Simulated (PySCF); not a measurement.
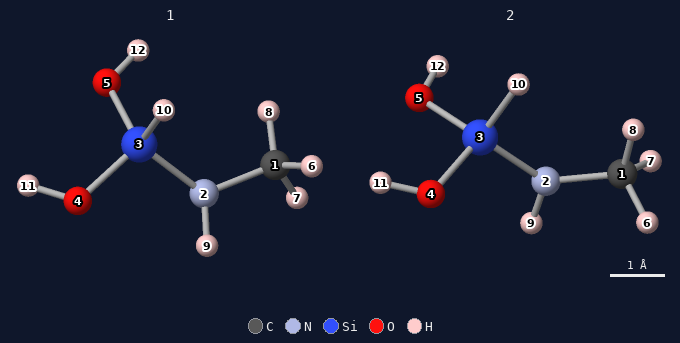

Two geometries of CH$_{7}$NO$_{2}$Si, drawn at one scale. One is the start of a relaxation, the other its converged end. A ball-and-stick model, seen from a free direction.

Method: PBE0-D3(BJ)/def2-SVP geometry optimisation, gas phase in PySCF 2.14.0, density-fitted response routines. 

> Which one is relaxed?

Structure 2 is the relaxed one. The start comes from GFN2-xTB. Its atoms were then displaced at random by about 0.01 Å. Over 27 geometry steps the energy falls by 37.1 kJ/mol. The largest move after the best rigid fit is that of H8, 1.48 Å. By element the largest moves are H 1.48 Å, O 0.63 Å, C 0.37 Å, N 0.34 Å, Si 0.25 Å. Among the contacts that change: Si3–O4 1.589 → 1.657 Å, Si3–O5 1.624 → 1.666 Å, C1–H8 1.065 → 1.101 Å, C1–N2 1.475 → 1.441 Å. Bond angles that change, for instance: N2–Si3–H10 114.6° → 105.2°, N2–Si3–O4 104.5° → 111.4°, O4–Si3–O5 108.8° → 102.6°. Groups turn about N2–Si3 by about 70°, C1–N2 by about 20°.
